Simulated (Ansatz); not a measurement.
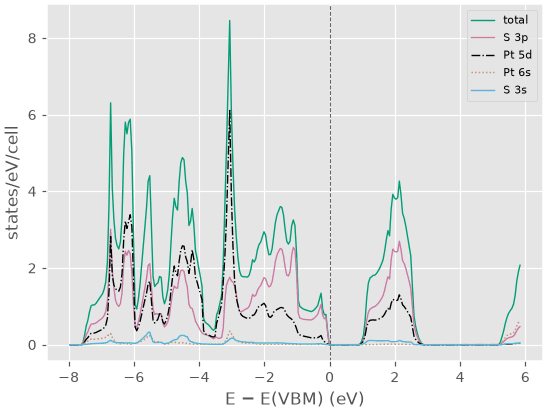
*Total and projected density of states of PtS₂ (CdI2 type, P-3m1), DFT-r²SCAN+D4 in the program Ansatz with PAW potentials*

Problem. Which orbitals carry the states next to the gap?

Solution. Top 1 eV of the valence band: S 3p 76 %, Pt 5d 20 %. Bottom 1 eV of the conduction band: S 3p 56 %, Pt 5d 34 %, S 3s 5 %. Projections are on Löwdin-orthogonalised atomic valence shells; empty p or d shells of many metals are not among them.

Problem. Where is the tallest occupied peak in this window, and what makes it?

Solution. Near -3.1 eV, about 8.5 states/eV per cell; the largest projected share is Pt 5d.

Symmetry was held in the r²SCAN+D4 relaxation; phonons on a q-mesh show no instability. No spin polarisation was allowed. Scalar-relativistic: spin–orbit coupling is off unless named, which matters more the heavier the elements.

Potentials: the later of the program's two PAW sets.
